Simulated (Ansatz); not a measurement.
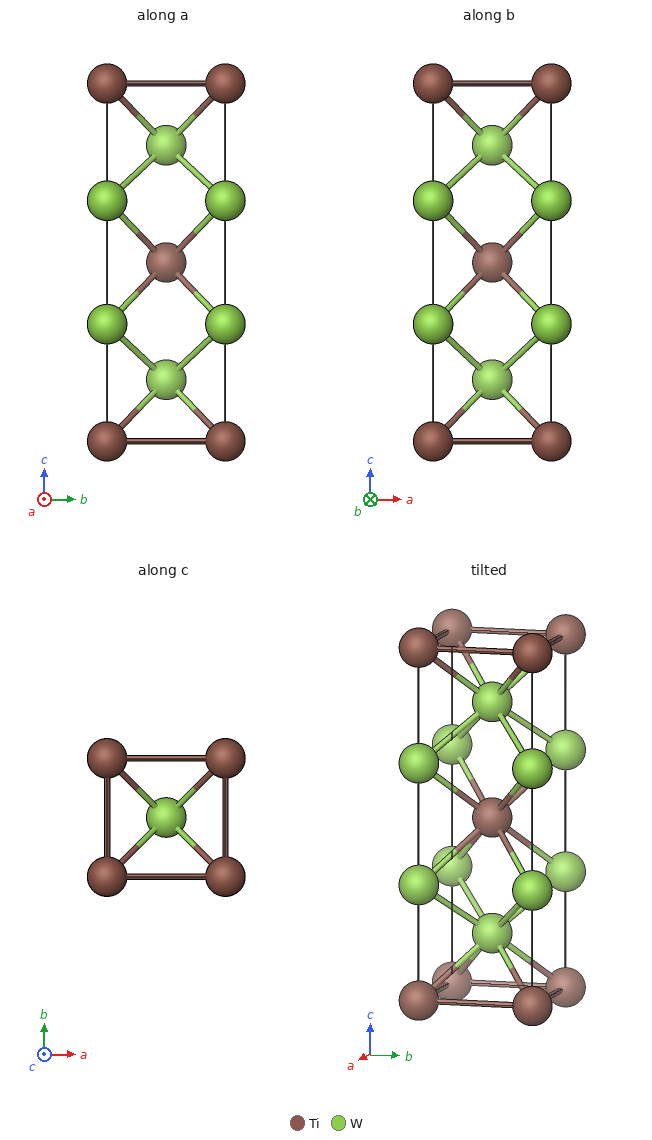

A ball-and-stick rendering, viewed along the a axis, along the b axis, along the c axis and slightly off an axis. Lines trace the edges of the conventional unit cell.

Lattice parameters: a = 3.174 Å, b = 3.174 Å, c = 9.599 Å, α = 90.00°, β = 90.00°, γ = 90.00°.

Q: Put the structure into a table of Wyckoff sites, with free fractional coordinates to two decimals.

A: Space group I4/mmm (No. 139).
```
atom  site     x     y     z
  Ti    2a  0.00  0.00  0.00
   W    4e  0.00  0.00  0.33
```

The initial geometry was a structure type filled with these elements by a generator (whether the compound takes this form wasn't checked). Earlier steps of the study, as a rule a relaxation of our own, may have changed the cell and positions, so they can lie some per cent off the listed ones. Ansatz was used for an electronic-structure calculation on it.
